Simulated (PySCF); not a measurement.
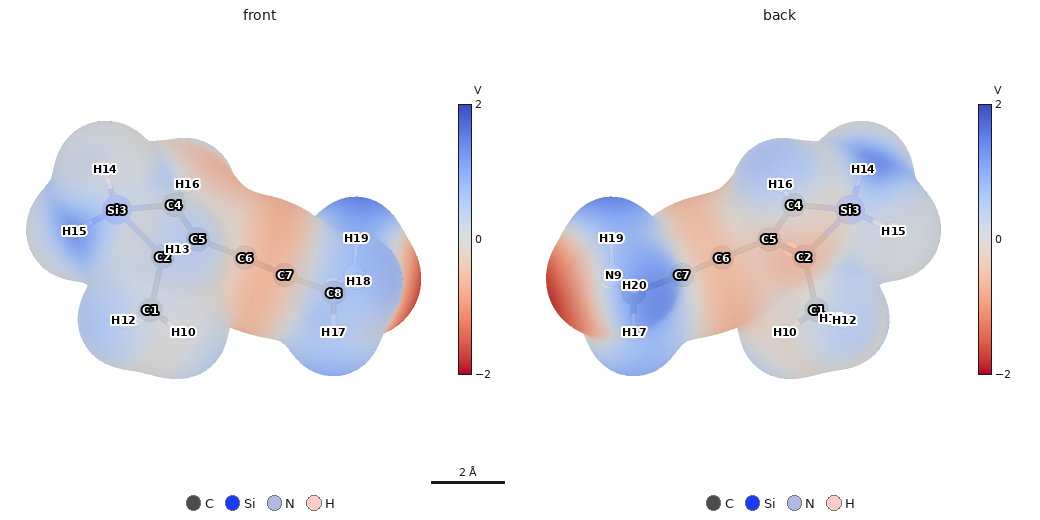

Figure. C7H11NSi. The molecular electrostatic potential painted on the density surface at 0.002 e/bohr³, seen from the front and from behind; the colour scale runs from red (negative) to blue (positive).

Geometry: GFN2-xTB.

Method: PySCF 2.14.0, PBE0/pcSseg-1, SCF density, gas phase, non-relativistic.

```xyz
20

C    -2.1456   -0.6891   -1.1061
C    -1.8819   -0.3210    0.3457
Si   -2.7599    1.2449    1.0730
C    -0.9148    1.6088    1.0729
C    -0.5692    0.4139    0.5507
C     0.6922   -0.0998    0.2306
C     1.7417   -0.6176   -0.0662
C     3.0834   -1.0771   -0.3909
N     4.1066   -0.0403   -0.3052
H    -1.3941   -1.3909   -1.4689
H    -2.1131    0.1988   -1.7354
H    -3.1260   -1.1497   -1.2128
H    -1.9281   -1.2270    0.9558
H    -3.4298    1.0739    2.3616
H    -3.6018    1.9761    0.1271
H    -0.2443    2.4057    1.3548
H     3.0930   -1.4767   -1.4119
H     3.3650   -1.8861    0.2936
H     4.1400    0.3400    0.6356
H     3.8814    0.7240   -0.9344
```

**Where is the surface potential most negative and most positive?**

The most negative region (about −1.7 V) lies over N9, the most positive (about +1.4 V) over Si3, H19 and H20. N9 is the likeliest acceptor of a hydrogen bond.
